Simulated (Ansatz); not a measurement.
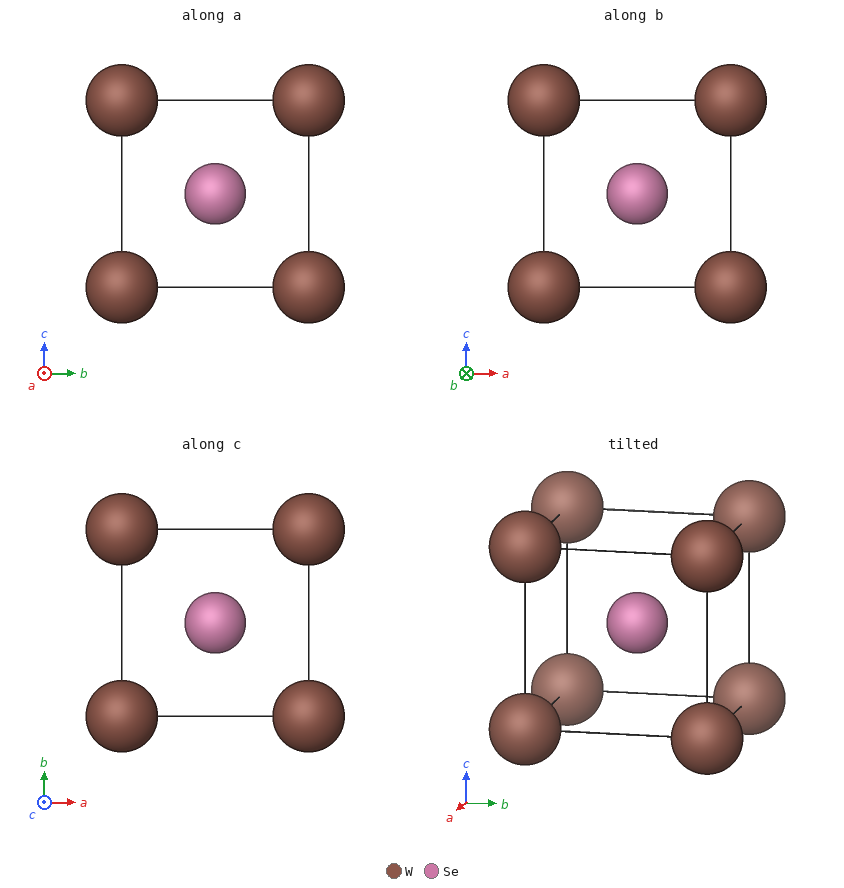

An orthographic spheres-only view of the structure, along the a axis, along the b axis, along the c axis and slightly off an axis. Thin lines show the conventional unit cell, with boundary atoms drawn in all their periodic places.

Lattice parameters: a = 3.6513 Å, b = 3.6513 Å, c = 3.6513 Å, α = 90.000°, β = 90.000°, γ = 90.000°.

### Give the atomic positions as a CIF with its space group and independent sites.

```cif
data_structure
_symmetry_space_group_name_H-M 'P m -3 m'
_symmetry_Int_Tables_number 221
_cell_length_a 3.6513
_cell_length_b 3.6513
_cell_length_c 3.6513
_cell_angle_alpha 90.000
_cell_angle_beta 90.000
_cell_angle_gamma 90.000
_cell_volume 48.68
loop_
_atom_site_label
_atom_site_type_symbol
_atom_site_symmetry_multiplicity
_atom_site_Wyckoff_symbol
_atom_site_fract_x
_atom_site_fract_y
_atom_site_fract_z
_atom_site_occupancy
W1 W 1 a 0.0000 0.0000 0.0000 1
Se1 Se 1 b 0.5000 0.5000 0.5000 1
```

The model was built from a structure type filled with these elements by a generator (whether the compound takes this form wasn't checked). Earlier steps of the study, as a rule a relaxation of our own, may have changed the cell and positions, so they can lie some per cent off the listed ones. It went into a calculation with Ansatz.

At this level of theory the run's own cell isn't at rest (stretched, at -6 GPa), so its distances can differ from those at equilibrium, the more so the softer the solid.
